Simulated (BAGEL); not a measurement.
**CH4OSi (SMILES CO[SiH]): a chain of runs**

Aim: a single-point energy (HF/def2-SV(P)), then a single-point energy (NEVPT2(2,2)/def2-SV(P)), then the energy (CASPT2(2,2)/def2-SV(P)) of CH4OSi. 

Program for the calculation: BAGEL 1.2.2.

2 further runs of the same task are left out: 2 set aside as unsound or not needed.

## Step 1: The molecule

CH4OSi has 7 atoms, charge 0, and is taken as a singlet. SMILES: `CO[SiH]`. The Si3–H7 distance was set to 3.569 Å, away from the relaxed value. At this shape a bond of the SMILES string is far longer than usual.

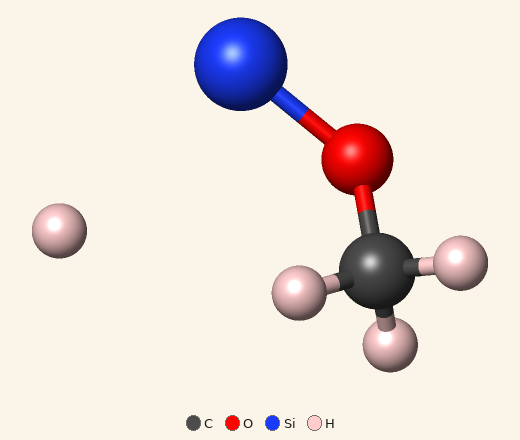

Viewed from a chosen angle; carbon dark grey, oxygen red, silicon blue, hydrogen pink.

## Step 2: A single-point energy at HF/def2-SV(P) (density fitting with svp-jkfit) (run 1)

File calc.json:

```json
{ "bagel" : [

{
  "title" : "molecule",
  "basis" : "def2-sv_p_.json",
  "df_basis" : "svp-jkfit",
  "angstrom" : true,
  "geometry" : [
    { "atom" : "C", "xyz" : [   -1.870617,   -0.127700,    1.021017 ] },
    { "atom" : "O", "xyz" : [   -1.801417,   -1.059700,    2.077117 ] },
    { "atom" : "Si", "xyz" : [   -0.561317,   -2.000500,    2.589417 ] },
    { "atom" : "H", "xyz" : [   -2.654617,   -0.432400,    0.324017 ] },
    { "atom" : "H", "xyz" : [   -0.914417,   -0.065700,    0.490817 ] },
    { "atom" : "H", "xyz" : [   -2.127517,    0.854300,    1.424917 ] },
    { "atom" : "H", "xyz" : [    1.841700,   -0.915600,    0.184100 ] }
  ]
},
{
  "title" : "hf"
},
{
  "title" : "print",
  "file" : "orbitals.molden",
  "orbitals" : true
}

]}
```

The basis set def2-SV(P) is read from a file made from the Basis Set Exchange's data (not shown).

On the command line:

```bash
$ BAGEL_NUM_THREADS=1 BAGEL calc.json > calc.out
```

Log:

```text
* using 1 threads per process

  ===============================================================
  ===============================================================

  *** Geometry ***

  { "atom" : "C", "xyz" : [     -3.534954,     -0.241318,      1.929442 ] },
  { "atom" : "O", "xyz" : [     -3.404185,     -2.002543,      3.925182 ] },
  { "atom" : "Si", "xyz" : [     -1.060735,     -3.780397,      4.893289 ] },
  { "atom" : "H", "xyz" : [     -5.016499,     -0.817118,      0.612303 ] },
  { "atom" : "H", "xyz" : [     -1.727998,     -0.124155,      0.927510 ] },
  { "atom" : "H", "xyz" : [     -4.020424,      1.614393,      2.692703 ] },
  { "atom" : "H", "xyz" : [      3.480309,     -1.730233,      0.347899 ] },

  Number of auxiliary basis functions:      352

  Since a DF basis is specified, we compute 2- and 3-index integrals:
    o Being stored without compression. Storage requirement is 0.008 GB

  Number of basis functions:       54
  Number of electrons      :       32

    * METHOD: MOLECULE                             0.10

  *** RHF ***

  === Nuclear Repulsion ===
    97.1966051248

      * DIIS with orbital gradients will be used.

  === RHF iteration (def2-sv_p_.json) ===
      0       -403.41728243          0.02278249           0.02
      1       -403.53239467          0.01934879           0.02
      2       -403.61013035          0.00177768           0.02
      3       -403.61171484          0.00055903           0.02
      4       -403.61183847          0.00016214           0.02
      5       -403.61185760          0.00005204           0.02
      6       -403.61186012          0.00000998           0.02
      7       -403.61186020          0.00000319           0.02
      8       -403.61186020          0.00000105           0.02
      9       -403.61186020          0.00000040           0.02
     10       -403.61186020          0.00000012           0.02
     11       -403.61186020          0.00000005           0.02
     12       -403.61186020          0.00000002           0.02
     13       -403.61186020          0.00000001           0.02
    * SCF iteration converged.

    * Permanent dipole moment:
           (    2.068214,     0.436742,    -1.489843) a.u.

    * METHOD: HF                                   0.33

    * METHOD: PRINT                                0.01

  ===============================================================
```

Wall time 0.56 s (1 thread of Arm Neoverse V1, shared host); peak memory 0.14 GiB.

## Step 3: The energy at NEVPT2(2,2)/def2-SV(P) (density fitting with svp-jkfit) (run 2)

File calc.json:

```json
{ "bagel": [

{
  "title": "molecule",
  "basis": "def2-sv_p_.json",
  "df_basis": "svp-jkfit",
  "angstrom": true,
  "geometry": [
    { "atom": "C", "xyz": [   -1.870617,   -0.127700,    1.021017 ] },
    { "atom": "O", "xyz": [   -1.801417,   -1.059700,    2.077117 ] },
    { "atom": "Si", "xyz": [   -0.561317,   -2.000500,    2.589417 ] },
    { "atom": "H", "xyz": [   -2.654617,   -0.432400,    0.324017 ] },
    { "atom": "H", "xyz": [   -0.914417,   -0.065700,    0.490817 ] },
    { "atom": "H", "xyz": [   -2.127517,    0.854300,    1.424917 ] },
    { "atom": "H", "xyz": [    1.841700,   -0.915600,    0.184100 ] }
  ]
},
{
  "title": "hf"
},
{
  "title": "nevpt2",
  "nstate": 1,
  "nact": 2,
  "nclosed": 15,
  "active": [16, 17],
  "maxiter": 200,
  "natocc": true,
  "ncore": 7
},
{
  "title": "print",
  "file": "orbitals.molden",
  "orbitals": true
}

]}
```

The basis set def2-SV(P) is read from a file made from the Basis Set Exchange's data (not shown).

On the command line:

```bash
$ BAGEL_NUM_THREADS=1 BAGEL calc.json > calc.out
```

Log:

```text
* using 1 threads per process

  ===============================================================
  ===============================================================

  *** Geometry ***

  { "atom" : "C", "xyz" : [     -3.534954,     -0.241318,      1.929442 ] },
  { "atom" : "O", "xyz" : [     -3.404185,     -2.002543,      3.925182 ] },
  { "atom" : "Si", "xyz" : [     -1.060735,     -3.780397,      4.893289 ] },
  { "atom" : "H", "xyz" : [     -5.016499,     -0.817118,      0.612303 ] },
  { "atom" : "H", "xyz" : [     -1.727998,     -0.124155,      0.927510 ] },
  { "atom" : "H", "xyz" : [     -4.020424,      1.614393,      2.692703 ] },
  { "atom" : "H", "xyz" : [      3.480309,     -1.730233,      0.347899 ] },

  Number of auxiliary basis functions:      352

  Since a DF basis is specified, we compute 2- and 3-index integrals:
    o Being stored without compression. Storage requirement is 0.008 GB

  Number of basis functions:       54
  Number of electrons      :       32

    * METHOD: MOLECULE                             0.10

  *** RHF ***

  === Nuclear Repulsion ===
    97.1966051248

      * DIIS with orbital gradients will be used.

  === RHF iteration (def2-sv_p_.json) ===
      0       -403.41728243          0.02278249           0.02
      1       -403.53239467          0.01934879           0.02
      2       -403.61013035          0.00177768           0.02
[... 10 lines of this table left out ...]
     13       -403.61186020          0.00000001           0.02
    * SCF iteration converged.

    * Permanent dipole moment:
           (    2.068214,     0.436742,    -1.489843) a.u.

    * METHOD: HF                                   0.33

    * freezing 7 orbitals
  ---------------------------
      CASSCF calculation
  ---------------------------

    ==== Active orbitals : =====
         Orbital 16
         Orbital 17
    ============================

    * nstate   :      1
    * nclosed  :     15
    * nact     :      2
    * nvirt    :     37
  === CASSCF iteration (def2-sv_p_.json) ===

    * Using the second-order algorithm

      0  0      -403.65678752     9.93e-03      0.01

      1  0      -403.68474186     1.48e-03      0.10
[... 25 lines of this table left out ...]
     14  0      -403.68558155     5.48e-09      0.08

    * Second-order optimization converged. *

     guess   0:   closed 1.                   open ..

  === FCI iteration ===

      0  0      -403.58181623     8.52e-02      0.00
      1  0      -403.67086475     2.99e-02      0.00
      2  0 *    -403.68558155     4.74e-16      0.00

     * ci vector, state   0, <S^2> = 0.0000
       2.     0.8415818867
       .2    -0.5401295475

  === DF-NEVPT2 calculation ===

    * 3-index integral transformation done
    * assembly done

      NEVPT2 correlation energy:   -0.3715437481      0.05

          (+0)     -0.3396125867
          (+0)'    -0.0068545666
          (+1)     -0.0083632482
          (+1)'    -0.0000000000
          (+2)     -0.0002452577
          (-1)     -0.0163438220
          (-1)'     0.0000000000
          (-2)     -0.0001242668

      NEVPT2 total energy:       -404.0571252953

    * METHOD: NEVPT2                               1.50

    * METHOD: PRINT                                0.01

  ===============================================================
```

Run time: 2.1 s. Hardware: 1 thread of Arm Neoverse V1, shared host; peak memory 0.14 GiB.

## Step 4: A single-point energy at CASPT2(2,2)/def2-SV(P) (density fitting with svp-jkfit) (run 3)

File input.json:

```json
{ "bagel": [

{
  "title": "molecule",
  "basis": "def2-sv_p_.json",
  "df_basis": "svp-jkfit",
  "angstrom": true,
  "geometry": [
    { "atom": "C", "xyz": [      -1.870617,      -0.127700,       1.021017 ] },
    { "atom": "O", "xyz": [      -1.801417,      -1.059700,       2.077117 ] },
    { "atom": "Si", "xyz": [      -0.561317,      -2.000500,       2.589417 ] },
    { "atom": "H", "xyz": [      -2.654617,      -0.432400,       0.324017 ] },
    { "atom": "H", "xyz": [      -0.914417,      -0.065700,       0.490817 ] },
    { "atom": "H", "xyz": [      -2.127517,       0.854300,       1.424917 ] },
    { "atom": "H", "xyz": [       1.841700,      -0.915600,       0.184100 ] }
  ]
},

{ "title": "hf" },

{ "title": "casscf", "nstate": 1, "nact": 2, "nclosed": 15, "active": [16, 17], "maxiter": 200, "natocc": true },

{ "title": "print", "file": "orbitals.molden", "orbitals": true },

{ "title": "smith", "method": "caspt2", "ms": true, "xms": true, "sssr": true, "shift": 0.2, "shift_imag": true, "ncore": 7 }

]}
```

The basis set def2-SV(P) is read from a file made from the Basis Set Exchange's data (not shown).

On the command line:

```bash
$ BAGEL_NUM_THREADS=1 BAGEL input.json > input.out
```

Log:

```text
* using 1 threads per process

  ===============================================================
  ===============================================================

  *** Geometry ***

  { "atom" : "C", "xyz" : [     -3.534954,     -0.241318,      1.929442 ] },
  { "atom" : "O", "xyz" : [     -3.404185,     -2.002543,      3.925182 ] },
  { "atom" : "Si", "xyz" : [     -1.060735,     -3.780397,      4.893289 ] },
  { "atom" : "H", "xyz" : [     -5.016499,     -0.817118,      0.612303 ] },
  { "atom" : "H", "xyz" : [     -1.727998,     -0.124155,      0.927510 ] },
  { "atom" : "H", "xyz" : [     -4.020424,      1.614393,      2.692703 ] },
  { "atom" : "H", "xyz" : [      3.480309,     -1.730233,      0.347899 ] },

  Number of auxiliary basis functions:      352

  Since a DF basis is specified, we compute 2- and 3-index integrals:
    o Being stored without compression. Storage requirement is 0.008 GB

  Number of basis functions:       54
  Number of electrons      :       32

    * METHOD: MOLECULE                             0.10

  *** RHF ***

[... 11 lines left out ...]
    * SCF iteration converged.
[... 1 line left out ...]
    * Permanent dipole moment:
[... 27 lines left out ...]
    * Second-order optimization converged. *
[... 9 lines left out ...]
     * ci vector, state   0, <S^2> = 0.0000
[... 16 lines left out ...]
    * Zeroth order energy : state  0       -0.3052214970

    * CASPT2 iteration is performed using orthogonal basis

      -------------------------------------------  CASPT2 iteration  ---------------------------------------------------
       #      aibj      arbs      arbi      airj      risj      airs      arst      rist         Etot      error   time
      ------------------------------------------------------------------------------------------------------------------

       0  -0.33801  -0.00018  -0.01744  -0.00910  -0.00042  -0.00661  -0.00000   0.00000   -0.3717642  0.0005209   0.02
       1  -0.33802  -0.00018  -0.01744  -0.00911  -0.00043  -0.00667  -0.00000   0.00000   -0.3718479  0.0000614   0.02
       2  -0.33802  -0.00018  -0.01744  -0.00911  -0.00043  -0.00667  -0.00000  -0.00000   -0.3718492  0.0000077   0.02
       3  -0.33802  -0.00018  -0.01744  -0.00911  -0.00043  -0.00667  -0.00000  -0.00000   -0.3718492  0.0000012   0.02
       4  -0.33802  -0.00018  -0.01744  -0.00911  -0.00043  -0.00667   0.00000  -0.00000   -0.3718492  0.0000001   0.02

      ------------------------------------------------------------------------------------------------------------------

    * CASPT2 energy : state  0     -404.0597527687
        w/o shift correction       -404.0574307748
        reference weight              0.8864028744

    * METHOD: SMITH                                0.15

  ===============================================================
```

Run time: 2.1 s. Hardware: 1 thread of Arm Neoverse V1, shared host; peak memory 0.14 GiB.

## Step 5: Summary of results

| quantity | value |
| --- | --- |
| run 1, HF/def2-SV(P): total energy | -403.61186 Eh |
| run 1, HF/def2-SV(P): dipole moment | 6.57 D |
| run 1, HF/def2-SV(P): HOMO energy | -6.31 eV |
| run 1, HF/def2-SV(P): LUMO energy | -0.23 eV |
| run 1, HF/def2-SV(P): HOMO–LUMO gap | 6.08 eV |
| run 2, NEVPT2(2,2)/def2-SV(P): total energy | -404.05713 Eh |
| run 3, CASPT2(2,2)/def2-SV(P): total energy | -404.05975 Eh |

One bond (run 1, HF/def2-SV(P)) is far stretched, which a spin-restricted single reference describes badly; a broken-symmetry solution may lie lower.
